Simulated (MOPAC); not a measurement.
C₂H₉AlS: geometry relaxation (part 1 of 2)

System: C₂H₉AlS.
Method: PM6-DH+, closed shell, dispersion DH+ (MOPAC 23.2.5).

The atoms were displaced at random from an optimised geometry.

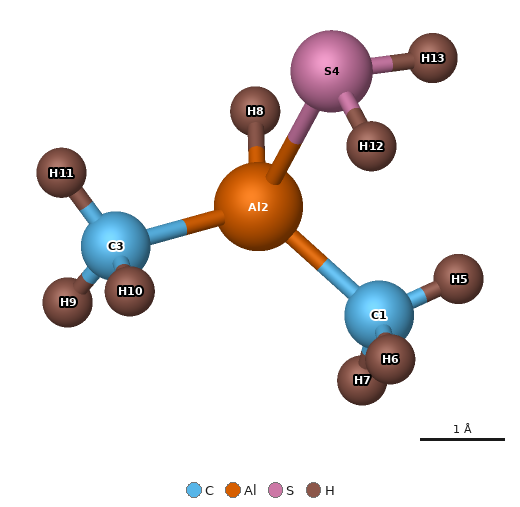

The structure as given in the input (ball-and-stick view, seen at a tilt; atoms are numbered from 1 in the order of the input). Sticks mark near contacts.

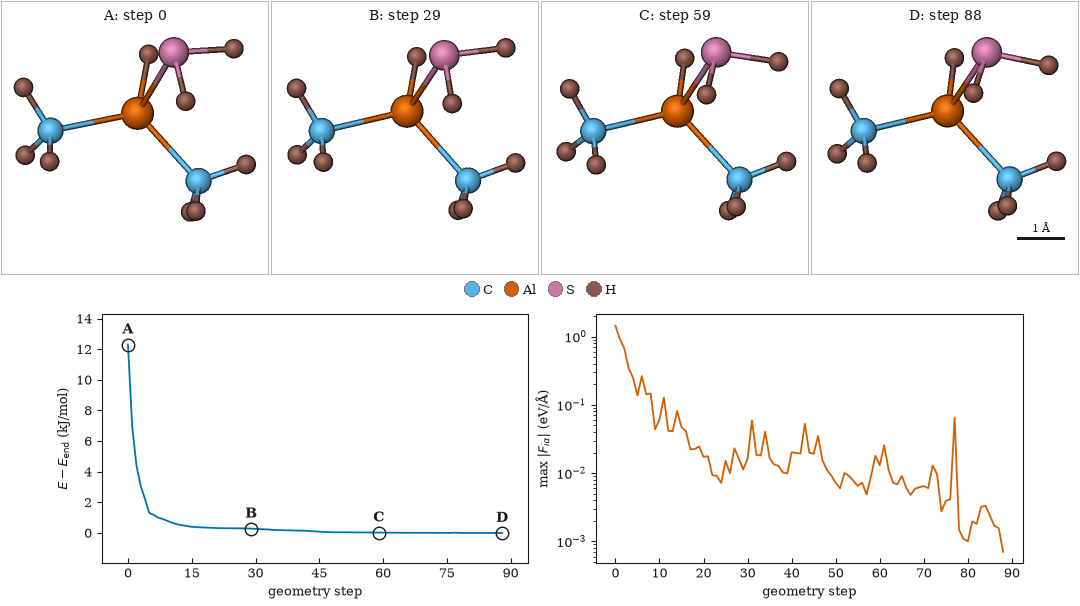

Frames of the relaxation (ball-and-stick view, seen at a tilt) above the curves, on which the letters mark them (steps are counted from 0).

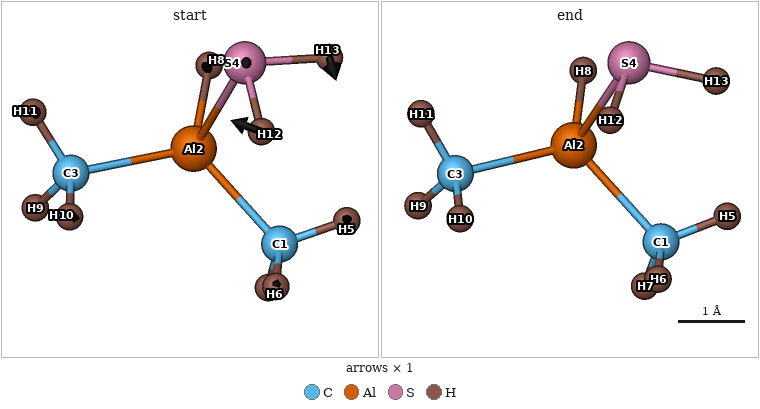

Before (left) and after (right) the relaxation, at one scale (ball-and-stick view, seen at a tilt). The black arrows give the displacements, at true length. Over 88 geometry steps the energy falls by 12.3 kJ/mol. The largest force component goes from 1.4 to 0.0007 eV/Å. H12 moves most after the best rigid fit: 0.50 Å. By element the largest moves are H 0.50 Å, S 0.15 Å, C 0.08 Å, Al 0.07 Å. Among the contacts that change: Al2–S4 2.552 → 2.476 Å, Al2–H8 1.618 → 1.569 Å, C1–Al2 1.948 → 1.974 Å, Al2–C3 1.991 → 1.971 Å. Among the angles that change: S4–Al2–H8 92.8° → 98.5°, Al2–S4–H13 96.1° → 101.7°, H12–S4–H13 91.8° → 95.7°. (Atoms are counted from 1 in the order of the input.)

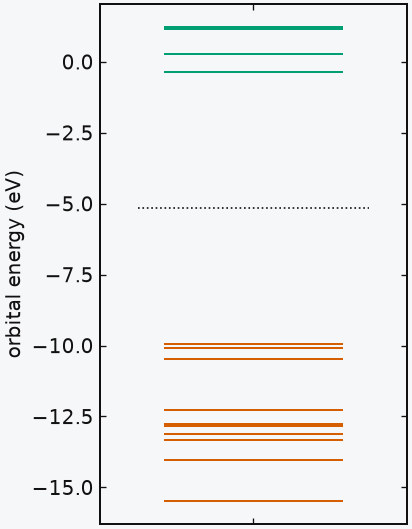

Orbital energies near the frontier; the dotted line parts filled from empty levels, and levels within 0.02 eV of each other stand side by side. Highest filled −9.95 eV, lowest empty −0.37 eV, 9.58 eV apart.

The input and output of the run follow.

**The input (calc.mop)**
```
PM6-DH+ GNORM=0.05 GRADIENTS PRECISE DISP CYCLES=300 AUX(PRECISION=6) T=10M THREADS=1
C2H9AlS optimise

C     -0.544870     1.597947    -0.459276
Al    -0.195551    -0.312399    -0.615913
C      1.669846    -0.983604    -0.427638
S     -1.084604    -1.147255     1.625586
H     -1.593352     1.824854    -0.320649
H      0.017374     2.067560     0.363555
H     -0.244800     2.127491    -1.386936
H     -1.243898    -1.212209    -1.457792
H      2.221494    -0.764947    -1.364104
H      2.208168    -0.480488     0.388771
H      1.717084    -2.083017    -0.301100
H     -0.586092    -0.173064     2.436893
H     -2.268612    -0.534817     1.545745
```

Launched with:
```bash
mopac calc.mop
```

**Log**
```
MOPAC v23.2.5
PM6-DH+ CALCULATION RESULTS

 *  PM6-DH+    - CORRECT DISPERSION AND HYDROGEN BOND TERMS USING PM6-DH+
 *  PRECISE    - TIGHTER CRITERIA TO BE USED
 *  THREADS=1  - MULTI-THREADING NOT USED
 *  CYCLES=    - DO A MAXIMUM OF 300 STEPS
 *  GNORM      - EXIT WHEN GRADIENT NORM DROPS BELOW 0.050
 *  AUX        - OUTPUT AUXILIARY INFORMATION
 *  GRADIENTS  - ALL GRADIENTS TO BE PRINTED
 *  DISP       - PRINT DISPERSION AND HYDROGEN BOND ENERGIES
PM6-DH+ GNORM=0.05 GRADIENTS PRECISE DISP CYCLES=300 AUX(PRECISION=6) T=10M THREADS=1
 C2H9AlS optimise

   ATOM   CHEMICAL          X               Y               Z
  NUMBER   SYMBOL      (ANGSTROMS)     (ANGSTROMS)     (ANGSTROMS)

     1       C         -0.54487000  *   1.59794700  *  -0.45927600  *
     2      Al         -0.19555100  *  -0.31239900  *  -0.61591300  *
     3       C          1.66984600  *  -0.98360400  *  -0.42763800  *
     4       S         -1.08460400  *  -1.14725500  *   1.62558600  *
     5       H         -1.59335200  *   1.82485400  *  -0.32064900  *
     6       H          0.01737400  *   2.06756000  *   0.36355500  *
     7       H         -0.24480000  *   2.12749100  *  -1.38693600  *
     8       H         -1.24389800  *  -1.21220900  *  -1.45779200  *
     9       H          2.22149400  *  -0.76494700  *  -1.36410400  *
    10       H          2.20816800  *  -0.48048800  *   0.38877100  *
    11       H          1.71708400  *  -2.08301700  *  -0.30110000  *
    12       H         -0.58609200  *  -0.17306400  *   2.43689300  *
    13       H         -2.26861200  *  -0.53481700  *   1.54574500  *

          CARTESIAN COORDINATES

    NO.       ATOM           X           Y           Z

     1         C         -0.5449      1.5979     -0.4593
     2        Al         -0.1956     -0.3124     -0.6159
     3         C          1.6698     -0.9836     -0.4276
     4         S         -1.0846     -1.1473      1.6256
     5         H         -1.5934      1.8249     -0.3206
     6         H          0.0174      2.0676      0.3636
     7         H         -0.2448      2.1275     -1.3869
     8         H         -1.2439     -1.2122     -1.4578
     9         H          2.2215     -0.7649     -1.3641
    10         H          2.2082     -0.4805      0.3888
    11         H          1.7171     -2.0830     -0.3011
    12         H         -0.5861     -0.1731      2.4369
    13         H         -2.2686     -0.5348      1.5457

 "Third-Generation Hydrogen-Bonding Corrections for Semiempirical QM Methods and Force Fields"

           Empirical Formula: C2 H9 Al S  =    13 atoms

      MOLECULAR POINT GROUP   :   C1

      RHF CALCULATION, NO. OF DOUBLY OCCUPIED LEVELS = 13

          Geometry optimization using EF

          *********************************************
          *                                           *
          *                 WARNING                   *
          *                                           *
          *********************************************

          Dispersion parameters missing for Aluminum

          *********************************************
          *                                           *
          *              END OF WARNING               *
          *                                           *
          *********************************************

          DIAGONAL MATRIX USED AS START HESSIAN

 CYCLE:     1 TIME:   0.004 TIME LEFT: 10.00M  GRAD.:    59.428 HEAT:  4.389823
 CYCLE:     2 TIME:   0.008 TIME LEFT: 10.00M  GRAD.:    34.774 HEAT:  3.107504
 CYCLE:     3 TIME:   0.000 TIME LEFT: 10.00M  GRAD.:    26.207 HEAT:  2.501323
 CYCLE:     4 TIME:   0.008 TIME LEFT: 10.00M  GRAD.:    18.306 HEAT:  2.182746
 CYCLE:     5 TIME:   0.000 TIME LEFT: 10.00M  GRAD.:    15.208 HEAT:  1.980942
 CYCLE:     6 TIME:   0.004 TIME LEFT: 10.00M  GRAD.:     9.394 HEAT:  1.763250
 CYCLE:     7 TIME:   0.004 TIME LEFT: 10.00M  GRAD.:     9.815 HEAT:  1.733541
 CYCLE:     8 TIME:   0.004 TIME LEFT: 10.00M  GRAD.:     7.636 HEAT:  1.691486
 CYCLE:     9 TIME:   0.004 TIME LEFT: 10.00M  GRAD.:     6.059 HEAT:  1.670656
 CYCLE:    10 TIME:   0.000 TIME LEFT: 10.00M  GRAD.:     2.720 HEAT:  1.645820
 CYCLE:    11 TIME:   0.004 TIME LEFT: 10.00M  GRAD.:     3.867 HEAT:  1.617216
 CYCLE:    12 TIME:   0.004 TIME LEFT: 10.00M  GRAD.:     4.628 HEAT:  1.595391
 CYCLE:    13 TIME:   0.004 TIME LEFT: 10.00M  GRAD.:     2.506 HEAT:  1.577731
 CYCLE:    14 TIME:   0.004 TIME LEFT: 10.00M  GRAD.:     2.407 HEAT:  1.567384
 CYCLE:    15 TIME:   0.000 TIME LEFT: 10.00M  GRAD.:     3.281 HEAT:  1.555653
 CYCLE:    16 TIME:   0.004 TIME LEFT: 10.00M  GRAD.:     2.731 HEAT:  1.545991
 CYCLE:    17 TIME:   0.004 TIME LEFT: 10.00M  GRAD.:     1.841 HEAT:  1.540341
 CYCLE:    18 TIME:   0.000 TIME LEFT: 10.00M  GRAD.:     1.186 HEAT:  1.537182
 CYCLE:    19 TIME:   0.004 TIME LEFT: 10.00M  GRAD.:     1.146 HEAT:  1.534972
 CYCLE:    20 TIME:   0.004 TIME LEFT: 10.00M  GRAD.:     1.190 HEAT:  1.530744
 CYCLE:    21 TIME:   0.000 TIME LEFT: 10.00M  GRAD.:     0.930 HEAT:  1.529281
 CYCLE:    22 TIME:   0.004 TIME LEFT: 10.00M  GRAD.:     1.001 HEAT:  1.525305
 CYCLE:    23 TIME:   0.004 TIME LEFT: 10.00M  GRAD.:     0.579 HEAT:  1.524302
 CYCLE:    24 TIME:   0.000 TIME LEFT: 10.00M  GRAD.:     0.561 HEAT:  1.523317
 CYCLE:    25 TIME:   0.004 TIME LEFT: 10.00M  GRAD.:     0.418 HEAT:  1.523003
 CYCLE:    26 TIME:   0.004 TIME LEFT: 10.00M  GRAD.:     0.729 HEAT:  1.522014
 CYCLE:    27 TIME:   0.004 TIME LEFT: 10.00M  GRAD.:     0.593 HEAT:  1.521574
 CYCLE:    28 TIME:   0.000 TIME LEFT: 10.00M  GRAD.:     0.898 HEAT:  1.520191
 CYCLE:    29 TIME:   0.004 TIME LEFT: 10.00M  GRAD.:     0.704 HEAT:  1.519555
 CYCLE:    30 TIME:   0.004 TIME LEFT: 10.00M  GRAD.:     0.667 HEAT:  1.516674
 CYCLE:    31 TIME:   0.004 TIME LEFT: 10.00M  GRAD.:     0.802 HEAT:  1.514346
 CYCLE:    32 TIME:   0.000 TIME LEFT: 10.00M  GRAD.:     2.858 HEAT:  1.510120
 CYCLE:    33 TIME:   0.004 TIME LEFT: 10.00M  GRAD.:     0.990 HEAT:  1.506243
 CYCLE:    34 TIME:   0.004 TIME LEFT: 10.00M  GRAD.:     0.922 HEAT:  1.504391
 CYCLE:    35 TIME:   0.004 TIME LEFT: 10.00M  GRAD.:     1.535 HEAT:  1.497319
 CYCLE:    36 TIME:   0.012 TIME LEFT: 10.00M  GRAD.:     0.852 HEAT:  1.495111
 CYCLE:    37 TIME:   0.004 TIME LEFT: 10.00M  GRAD.:     0.674 HEAT:  1.492758
 CYCLE:    38 TIME:   0.004 TIME LEFT: 10.00M  GRAD.:     0.639 HEAT:  1.491056
 CYCLE:    39 TIME:   0.000 TIME LEFT: 10.00M  GRAD.:     0.643 HEAT:  1.489417
 CYCLE:    40 TIME:   0.004 TIME LEFT: 10.00M  GRAD.:     0.672 HEAT:  1.487998
 CYCLE:    41 TIME:   0.004 TIME LEFT: 10.00M  GRAD.:     0.960 HEAT:  1.486798
 CYCLE:    42 TIME:   0.004 TIME LEFT: 10.00M  GRAD.:     1.298 HEAT:  1.485544
 CYCLE:    43 TIME:   0.000 TIME LEFT: 10.00M  GRAD.:     1.078 HEAT:  1.483310
 CYCLE:    44 TIME:   0.004 TIME LEFT: 10.00M  GRAD.:     2.239 HEAT:  1.477305
 CYCLE:    45 TIME:   0.004 TIME LEFT: 10.00M  GRAD.:     1.041 HEAT:  1.473717
 CYCLE:    46 TIME:   0.004 TIME LEFT: 10.00M  GRAD.:     1.110 HEAT:  1.469720
 CYCLE:    47 TIME:   0.004 TIME LEFT: 10.00M  GRAD.:     1.474 HEAT:  1.465110
 CYCLE:    48 TIME:   0.000 TIME LEFT: 10.00M  GRAD.:     0.838 HEAT:  1.463676
 CYCLE:    49 TIME:   0.004 TIME LEFT: 10.00M  GRAD.:     0.562 HEAT:  1.461337
 CYCLE:    50 TIME:   0.004 TIME LEFT: 10.00M  GRAD.:     0.451 HEAT:  1.459829
 CYCLE:    51 TIME:   0.004 TIME LEFT: 10.00M  GRAD.:     0.419 HEAT:  1.459327
 CYCLE:    52 TIME:   0.000 TIME LEFT: 10.00M  GRAD.:     0.272 HEAT:  1.459102
 CYCLE:    53 TIME:   0.004 TIME LEFT: 10.00M  GRAD.:     0.382 HEAT:  1.458919
 CYCLE:    54 TIME:   0.004 TIME LEFT: 10.00M  GRAD.:     0.352 HEAT:  1.458737
 CYCLE:    55 TIME:   0.004 TIME LEFT: 10.00M  GRAD.:     0.450 HEAT:  1.458191
 CYCLE:    56 TIME:   0.000 TIME LEFT: 10.00M  GRAD.:     0.326 HEAT:  1.457969
 CYCLE:    57 TIME:   0.004 TIME LEFT: 10.00M  GRAD.:     0.405 HEAT:  1.457436
 CYCLE:    58 TIME:   0.004 TIME LEFT: 10.00M  GRAD.:     0.325 HEAT:  1.457191
 CYCLE:    59 TIME:   0.000 TIME LEFT: 10.00M  GRAD.:     0.528 HEAT:  1.456055
 CYCLE:    60 TIME:   0.004 TIME LEFT: 10.00M  GRAD.:     0.862 HEAT:  1.455613
 CYCLE:    61 TIME:   0.004 TIME LEFT: 10.00M  GRAD.:     0.640 HEAT:  1.454729
 CYCLE:    62 TIME:   0.004 TIME LEFT: 10.00M  GRAD.:     1.080 HEAT:  1.454028
 CYCLE:    63 TIME:   0.004 TIME LEFT: 10.00M  GRAD.:     0.565 HEAT:  1.453406
 CYCLE:    64 TIME:   0.000 TIME LEFT: 10.00M  GRAD.:     0.357 HEAT:  1.453085
 CYCLE:    65 TIME:   0.004 TIME LEFT: 10.00M  GRAD.:     0.281 HEAT:  1.452796
 CYCLE:    66 TIME:   0.004 TIME LEFT: 10.00M  GRAD.:     0.377 HEAT:  1.452419
 CYCLE:    67 TIME:   0.004 TIME LEFT: 10.00M  GRAD.:     0.247 HEAT:  1.452054
 CYCLE:    68 TIME:   0.000 TIME LEFT: 10.00M  GRAD.:     0.242 HEAT:  1.451739
 CYCLE:    69 TIME:   0.004 TIME LEFT: 10.00M  GRAD.:     0.306 HEAT:  1.451662
 CYCLE:    70 TIME:   0.004 TIME LEFT: 10.00M  GRAD.:     0.346 HEAT:  1.451736
 CYCLE:    71 TIME:   0.004 TIME LEFT: 10.00M  GRAD.:     0.304 HEAT:  1.451478
 CYCLE:    72 TIME:   0.000 TIME LEFT: 10.00M  GRAD.:     0.292 HEAT:  1.451377
 CYCLE:    73 TIME:   0.004 TIME LEFT: 10.00M  GRAD.:     0.573 HEAT:  1.450999
 CYCLE:    74 TIME:   0.004 TIME LEFT: 10.00M  GRAD.:     0.433 HEAT:  1.450676
 CYCLE:    75 TIME:   0.000 TIME LEFT: 10.00M  GRAD.:     0.167 HEAT:  1.450375
 CYCLE:    76 TIME:   0.004 TIME LEFT: 10.00M  GRAD.:     0.194 HEAT:  1.450280
 CYCLE:    77 TIME:   0.004 TIME LEFT: 10.00M  GRAD.:     0.201 HEAT:  1.450185
 CYCLE:    78 TIME:   0.004 TIME LEFT: 10.00M  GRAD.:     2.654 HEAT:  1.454122
 CYCLE:    79 TIME:   0.000 TIME LEFT: 10.00M  GRAD.:     0.089 HEAT:  1.450119
 CYCLE:    80 TIME:   0.004 TIME LEFT: 10.00M  GRAD.:     0.062 HEAT:  1.450111
 CYCLE:    81 TIME:   0.004 TIME LEFT: 10.00M  GRAD.:     0.062 HEAT:  1.450074
 CYCLE:    82 TIME:   0.000 TIME LEFT: 10.00M  GRAD.:     0.087 HEAT:  1.450036
 CYCLE:    83 TIME:   0.004 TIME LEFT: 10.00M  GRAD.:     0.081 HEAT:  1.450028
 CYCLE:    84 TIME:   0.004 TIME LEFT: 10.00M  GRAD.:     0.179 HEAT:  1.449874
 CYCLE:    85 TIME:   0.004 TIME LEFT: 10.00M  GRAD.:     0.145 HEAT:  1.449777
 CYCLE:    86 TIME:   0.000 TIME LEFT: 10.00M  GRAD.:     0.137 HEAT:  1.449650
 CYCLE:    87 TIME:   0.004 TIME LEFT: 10.00M  GRAD.:     0.093 HEAT:  1.449621
 CYCLE:    88 TIME:   0.004 TIME LEFT: 10.00M  GRAD.:     0.061 HEAT:  1.449599
 CYCLE:    89 TIME:   0.000 TIME LEFT: 10.00M  GRAD.:     0.034 HEAT:  1.449596

     GRADIENT =  0.03423 IS LESS THAN CUTOFF =  0.05000

 -------------------------------------------------------------------------------
 PM6-DH+ GNORM=0.05 GRADIENTS PRECISE DISP CYCLES=300 AUX(PRECISION=6) T=10M THREADS=1
 C2H9AlS optimise

     GEOMETRY OPTIMISED USING EIGENVECTOR FOLLOWING (EF).
     SCF FIELD WAS ACHIEVED

                              PM6-DH+ CALCULATION

          FINAL HEAT OF FORMATION =          1.44960 KCAL/MOL =       6.06511 KJ/MOL

          TOTAL ENERGY            =     -13670.49483 KCAL/MOL = ELECTRONIC ENERGY + CORE-CORE REPULSION
          ENERGY OF ATOMS         =      13672.88495 KCAL/MOL
                              SUM =          2.39012 KCAL/MOL
          DISPERSION ENERGY       =         -0.94052 KCAL/MOL
                              SUM =          1.44960 KCAL/MOL = FINAL HEAT OF FORMATION

          TOTAL ENERGY            =       -592.80876 EV
          ELECTRONIC ENERGY       =      -2076.56916 EV
          CORE-CORE REPULSION     =       1483.76039 EV
          COSMO AREA              =        140.41 SQUARE ANGSTROMS
          COSMO VOLUME            =        136.14 CUBIC ANGSTROMS

          GRADIENT NORM           =          0.03423          =       0.00949 PER ATOM
          IONIZATION POTENTIAL    =          9.950738 EV
          HOMO LUMO ENERGIES (EV) =         -9.951 -0.368
          NO. OF FILLED LEVELS    =         13
          MOLECULAR WEIGHT        =         92.1346         POINT GROUP:  C1

          MOLECULAR DIMENSIONS (Angstroms)

            Atom       Atom       Distance
            H    13    H     9     5.29760
            H    11    H     7     4.47781
            H     8    H    10     3.58070

          SCF CALCULATIONS        =         93

          WALL-CLOCK TIME         =      0.281 SECONDS
          COMPUTATION TIME        =      0.268 SECONDS

       FINAL  POINT  AND  DERIVATIVES

   PARAMETER     ATOM    TYPE            VALUE        GRADIENT
      1          1  C    CARTESIAN X    -0.571731     -0.000908  KCAL/ANGSTROM
      2          1  C    CARTESIAN Y     1.576698     -0.000098  KCAL/ANGSTROM
      3          1  C    CARTESIAN Z    -0.450048     -0.000761  KCAL/ANGSTROM
      4          2 Al    CARTESIAN X    -0.215707     -0.003481  KCAL/ANGSTROM
      5          2 Al    CARTESIAN Y    -0.356385     -0.001473  KCAL/ANGSTROM
      6          2 Al    CARTESIAN Z    -0.635383      0.003012  KCAL/ANGSTROM
      7          3  C    CARTESIAN X     1.647392      0.009547  KCAL/ANGSTROM
      8          3  C    CARTESIAN Y    -0.945316      0.001426  KCAL/ANGSTROM
      9          3  C    CARTESIAN Z    -0.375797     -0.000548  KCAL/ANGSTROM
     10          4  S    CARTESIAN X    -1.114020     -0.010859  KCAL/ANGSTROM
     11          4  S    CARTESIAN Y    -1.108740      0.002132  KCAL/ANGSTROM
     12          4  S    CARTESIAN Z     1.545644      0.005820  KCAL/ANGSTROM
     13          5  H    CARTESIAN X    -1.637277      0.005286  KCAL/ANGSTROM
     14          5  H    CARTESIAN Y     1.766525     -0.000758  KCAL/ANGSTROM
     15          5  H    CARTESIAN Z    -0.361361     -0.005764  KCAL/ANGSTROM
     16          6  H    CARTESIAN X    -0.038818     -0.002156  KCAL/ANGSTROM
     17          6  H    CARTESIAN Y     1.985385     -0.002660  KCAL/ANGSTROM
     18          6  H    CARTESIAN Z     0.403549     -0.000784  KCAL/ANGSTROM
     19          7  H    CARTESIAN X    -0.204665      0.006342  KCAL/ANGSTROM
     20          7  H    CARTESIAN Y     2.071049     -0.002778  KCAL/ANGSTROM
     21          7  H    CARTESIAN Z    -1.351751      0.002420  KCAL/ANGSTROM
     22          8  H    CARTESIAN X    -1.154578     -0.003636  KCAL/ANGSTROM
     23          8  H    CARTESIAN Y    -1.193561     -0.000335  KCAL/ANGSTROM
     24          8  H    CARTESIAN Z    -1.573181      0.000856  KCAL/ANGSTROM
     25          9  H    CARTESIAN X     2.189155     -0.009120  KCAL/ANGSTROM
     26          9  H    CARTESIAN Y    -0.773351      0.000440  KCAL/ANGSTROM
     27          9  H    CARTESIAN Z    -1.307607      0.009664  KCAL/ANGSTROM
     28         10  H    CARTESIAN X     2.124227     -0.004523  KCAL/ANGSTROM
     29         10  H    CARTESIAN Y    -0.369343     -0.004508  KCAL/ANGSTROM
     30         10  H    CARTESIAN Z     0.412529     -0.009544  KCAL/ANGSTROM
     31         11  H    CARTESIAN X     1.683655      0.006313  KCAL/ANGSTROM
     32         11  H    CARTESIAN Y    -2.006690      0.016236  KCAL/ANGSTROM
     33         11  H    CARTESIAN Z    -0.143234     -0.001182  KCAL/ANGSTROM
     34         12  H    CARTESIAN X    -0.212581      0.003490  KCAL/ANGSTROM
     35         12  H    CARTESIAN Y    -0.564269     -0.010180  KCAL/ANGSTROM
     36         12  H    CARTESIAN Z     2.393152     -0.002126  KCAL/ANGSTROM
     37         13  H    CARTESIAN X    -2.081317      0.003707  KCAL/ANGSTROM
     38         13  H    CARTESIAN Y    -0.192843      0.002563  KCAL/ANGSTROM
     39         13  H    CARTESIAN Z     1.773079     -0.001064  KCAL/ANGSTROM

   ATOM   CHEMICAL          X               Y               Z
  NUMBER   SYMBOL      (ANGSTROMS)     (ANGSTROMS)     (ANGSTROMS)
```
